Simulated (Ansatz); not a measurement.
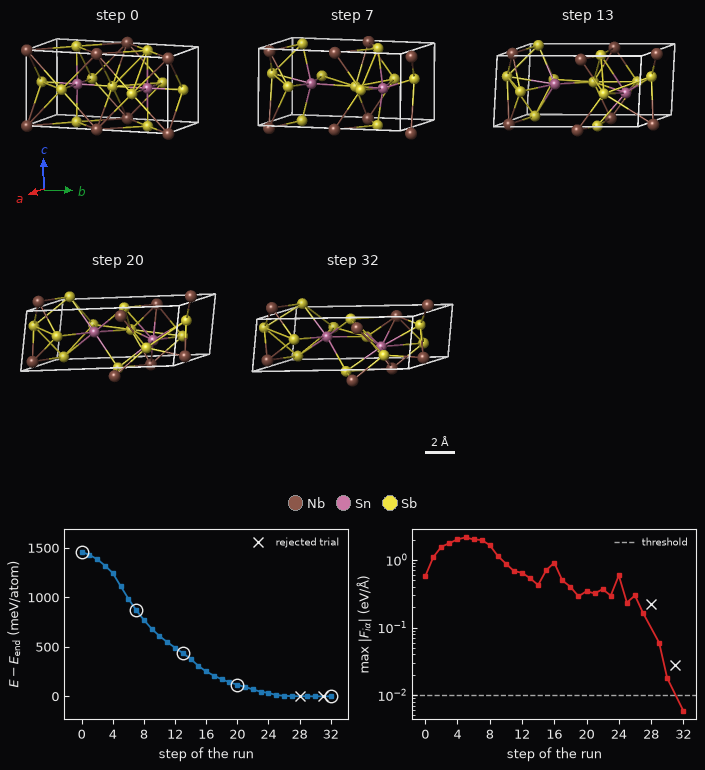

Frames of a relaxation of a crystal of NbSnSb3 (built on the KZnF3-221 type type), marked on the history of the run. The picture is a ball-and-stick view of the cell of the calculation, seen slightly off an axis.

Case: shaken.

All numbers below come from DFT, PBEsol, plane waves, PAW in Ansatz. Set-up: plane-wave cutoff 420 eV; k-point mesh 4 × 2 × 4; occupations fermi dirac; smearing width 0.05 eV; no spin polarisation; cell and atoms relaxed; force threshold 0.01 eV/Å; at most 120 steps.

Question: What happens along the run?

Answer: The run was cut off at its time limit before the program reported convergence, but its last step already meets the force threshold: the largest component is 0.0059 eV/Å against 0.01 eV/Å. The pressure is within 0.01 GPa of its target. The atom that moves furthest relative to the cell is a Sb atom (3.13 Å along [3 −2 −1]). Largest moves by element: Sb 3.13 Å, Nb 2.54 Å, Sn 1.00 Å. Cell: a 5.313 → 5.980 Å (+12.6 %), b 10.676 → 11.505 Å (+7.8 %), c 5.340 → 3.742 Å (−29.9 %), α 89.4° → 80.6°, β 89.8° → 90.0°, γ 90.9° → 98.7°. Volume −17.1 %. Near-neighbour distances that change, for instance: Nb–Sb 3.841 → 8.801 Å, Nb–Sb 3.773 → 7.823 Å, Nb–Sb 6.469 → 2.905 Å, Sb–Sb 6.518 → 3.048 Å. New bonds form: Nb–Sb (6.47 → 2.90 Å), Nb–Sn (4.57 → 2.83 Å), Nb–Sn (4.60 → 2.83 Å), Sb–Sn (5.93 → 3.20 Å). Bonds break: Sb–Sn (2.68 → 4.59 Å). Among the angles between lasting bonds that change: Sb–Sn–Sb 177.7° → 74.1°, Sn–Sb–Sn 177.7° → 74.1°, Sb–Sn–Sb 178.6° → 77.3°. The space group stays P1 (No. 1). The energy falls by 1461 meV per atom in 30 accepted moves (32 points after the start). The largest force component goes from 0.57 to 0.0059 eV/Å. Pressure: 1.38 GPa at the start and 0.00 GPa at the end. The line search rejected the trial steps at points 28, 31 of the run. From step 0 to 7: a Sb atom moves most (1.13 Å), volume +5.5 %, energy −588 meV per atom. From step 7 to 13: a Sb atom moves most (1.21 Å), volume −6.5 %, energy −435 meV per atom. From step 13 to 20: Sb atoms move most (0.88 Å), volume −12.0 %, energy −320 meV per atom. From step 20 to 32: a Sb atom moves most (0.89 Å), volume −4.5 %, energy −118 meV per atom.

| step | E − E(0), meV/atom | largest force component, eV/Å | pressure, GPa | volume, Å³/atom | note |
| --- | --- | --- | --- | --- | --- |
| 0 | 0.00 | 0.5705 | 1.38 | 30.280 |  |
| 1 | -30.28 | 1.0994 | -0.46 | 31.270 |  |
| 2 | -73.98 | 1.5649 | -1.26 | 31.837 |  |
| 3 | -138.70 | 1.7708 | -1.70 | 32.313 |  |
| 4 | -213.81 | 2.0175 | -1.76 | 32.737 |  |
| 5 | -344.17 | 2.1541 | -0.58 | 32.703 |  |
| 6 | -472.64 | 2.0118 | 0.79 | 32.219 |  |
| 7 | -588.15 | 1.9730 | 1.52 | 31.955 |  |
| 8 | -687.92 | 1.6591 | 1.55 | 31.715 |  |
| 9 | -777.65 | 1.1449 | 0.84 | 31.623 |  |
| 10 | -850.37 | 0.8833 | 0.67 | 31.085 |  |
| 11 | -912.35 | 0.6842 | 0.22 | 30.744 |  |
| 12 | -968.08 | 0.6467 | -0.16 | 30.379 |  |
| 13 | -1023.05 | 0.5368 | -0.58 | 29.877 |  |
| 15 | -1152.39 | 0.7047 | -0.47 | 27.892 |  |
| 16 | -1209.11 | 0.9111 | -0.19 | 27.094 |  |
| 17 | -1250.98 | 0.4979 | 0.18 | 26.603 |  |
| 18 | -1288.18 | 0.4010 | 0.11 | 26.551 |  |
| 19 | -1317.74 | 0.2898 | -0.02 | 26.492 |  |
| 20 | -1342.83 | 0.3448 | -0.06 | 26.297 |  |
| 22 | -1390.43 | 0.3693 | 0.40 | 25.485 |  |
| 23 | -1413.95 | 0.2968 | 0.32 | 25.259 |  |
| 24 | -1426.03 | 0.5905 | 1.04 | 24.989 |  |
| 25 | -1447.03 | 0.2343 | -0.04 | 25.223 |  |
| 26 | -1455.71 | 0.2983 | -0.04 | 25.141 |  |
| 27 | -1458.35 | 0.1648 | -0.04 | 25.086 |  |
| 29 | -1460.21 | 0.0597 | -0.08 | 25.136 |  |
| 30 | -1460.59 | 0.0178 | 0.00 | 25.103 |  |
| 31 | -1460.55 | 0.0275 | 0.06 | 25.087 | rejected |
| 32 | -1460.62 | 0.0059 | 0.00 | 25.101 |  |
